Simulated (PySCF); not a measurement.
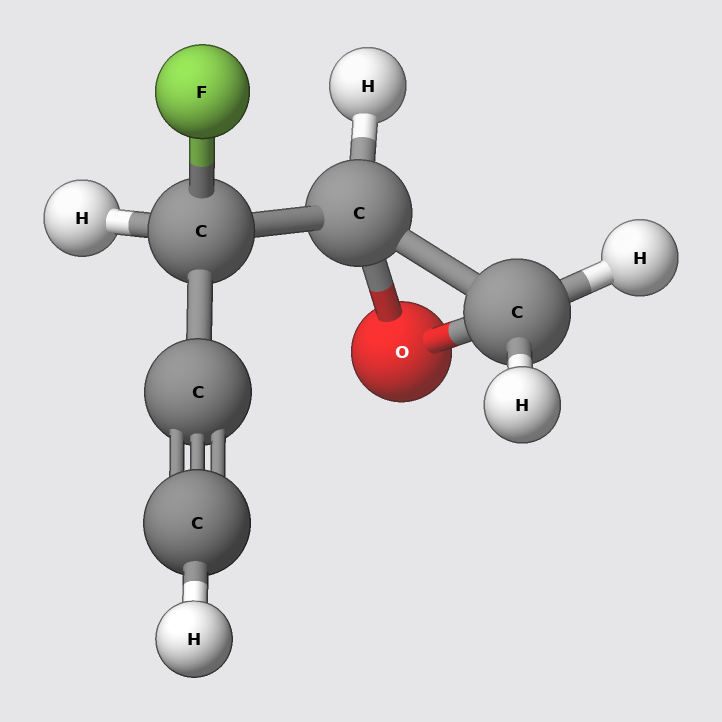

Ball-and-stick drawing of a structure.

The geometry was computed by an optimisation with GFN2-xTB. No frequency run is at hand to confirm it as a minimum.

Describe the molecule.

It has 12 atoms: 5 carbon, 5 hydrogen, 1 fluorine and 1 oxygen (C₅H₅FO). As SMILES it reads `C#C[C@@H](F)[C@H]1CO1`. Independent rings (smallest set): 1 of 3 members. Among its groups: ether, alkyne, C–F bond. The point group is C1. Coordination, clear cases only: 2 C linear; 1 C tetrahedral.

More results for the same structure follow; atom numbers are the same in all pictures, views and colours differ.

### Shape

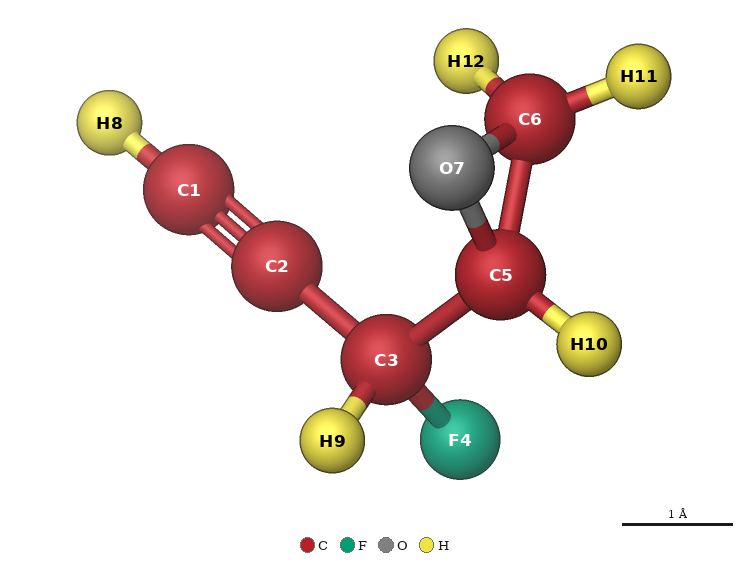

No frequency run is at hand to confirm it as a minimum.

Give the bond lengths.

| bond | length (Å) | order |
| --- | --- | --- |
| C1–C2 | 1.196 | triple |
| C1–H8 | 1.049 | single |
| C2–C3 | 1.451 | single |
| C3–F4 | 1.388 | single |
| C3–C5 | 1.524 | single |
| C3–H9 | 1.101 | single |
| C5–C6 | 1.464 | single |
| C5–O7 | 1.391 | single |
| C5–H10 | 1.089 | single |
| C6–O7 | 1.400 | single |
| C6–H11 | 1.084 | single |
| C6–H12 | 1.083 | single |

### NMR shielding

The questions are on isotropic NMR shieldings of the H atoms. No frequency run is at hand to confirm it as a minimum. Level of theory: GIAO PBE0/pcSseg-1 NMR shielding, non-relativistic, gas phase (PySCF 2.14.0).

**Which H atom is the most shielded (lowest chemical shift)?**

H8 (29.66 ppm).

**Which H atom is the least shielded (highest chemical shift)?**

H9 (25.92 ppm).

**How wide is the range of H shifts?**

3.74 ppm.

Give the isotropic NMR shieldings of the H atoms atom by atom.

| atom | σ (ppm) |
| --- | --- |
| H8 | 29.66 |
| H9 | 25.92 |
| H10 | 28.74 |
| H11 | 29.11 |
| H12 | 28.62 |

### Polarisability

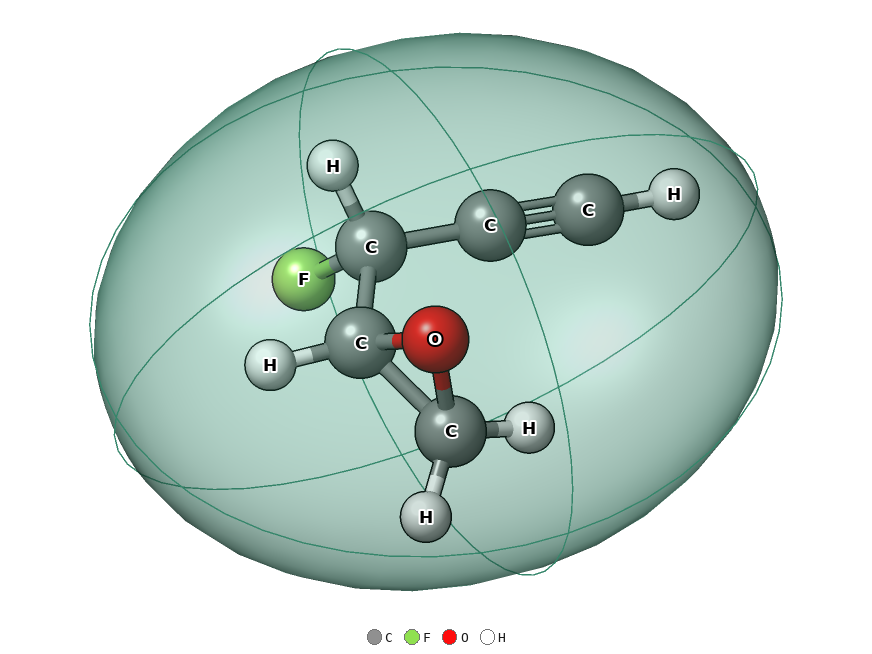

The ellipsoid shows the static dipole polarisability: its half-axes are proportional to the principal values. No frequency run is at hand to confirm it as a minimum. Method: PBE0/def2-SVPD (PySCF 2.14.0).

**Give the principal values, the mean and the anisotropy.**

Principal values 47.4, 57.5, 71.1 bohr³; mean 58.7 bohr³ (8.69 Å³); anisotropy 20.6 bohr³, so the longest axis is 1.50 times the shortest.

### Quadrupole coupling

No frequency run is at hand to confirm it as a minimum. Electric field gradients from the ground-state density, PBE0/pcSseg-1 (PySCF 2.14.0), non-relativistic apart from any core potentials.

Give the largest field-gradient component, the quadrupole coupling constant and the asymmetry for 17O at O7 (Q = −25.6 mb).

| atom | V_zz (a.u.) | e²qQ/h (MHz) | η |
| --- | --- | --- | --- |
| O7 | −2.246 | 13.51 | 0.05 |

### Ring current

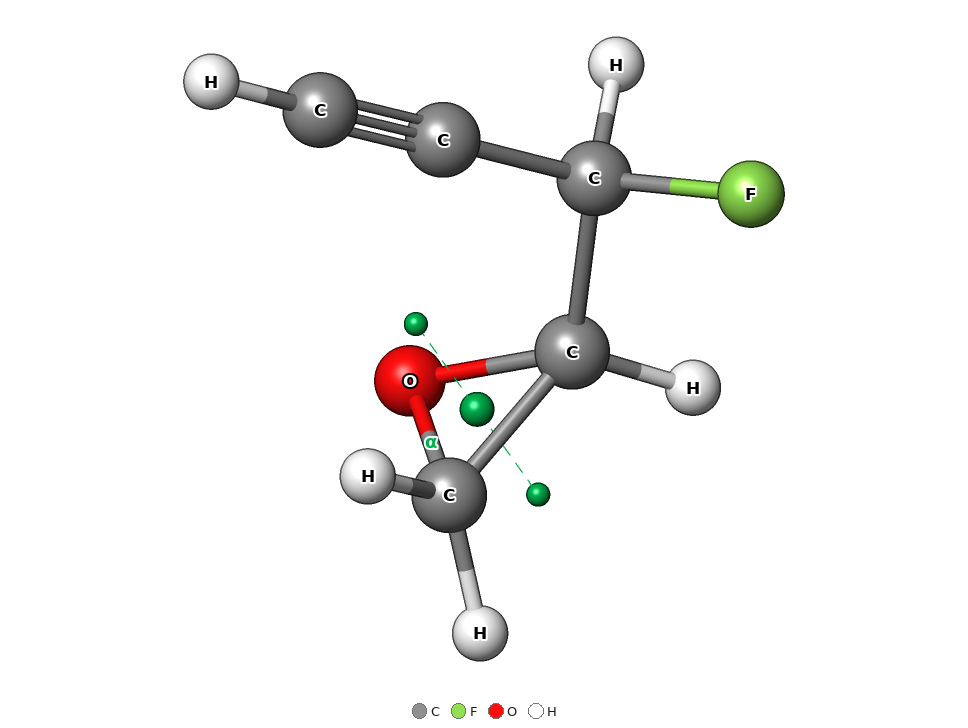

The small points mark where nucleus-independent chemical shifts (NICS) were computed: at the centre of each lettered ring and 1 Å above and below it. No frequency run is at hand to confirm it as a minimum. Method: GIAO PBE0/pcSseg-1 NMR shielding, non-relativistic, gas phase (PySCF 2.14.0).

Give NICS(0), NICS(1) and the out-of-plane component NICS(1)zz for each ring (means of the two sides).

| ring | members | NICS(0) | NICS(1) | NICS(1)zz |
| --- | --- | --- | --- | --- |
| α | C2O | −47.1 | −6.6 | −24.2 |

Values in ppm.
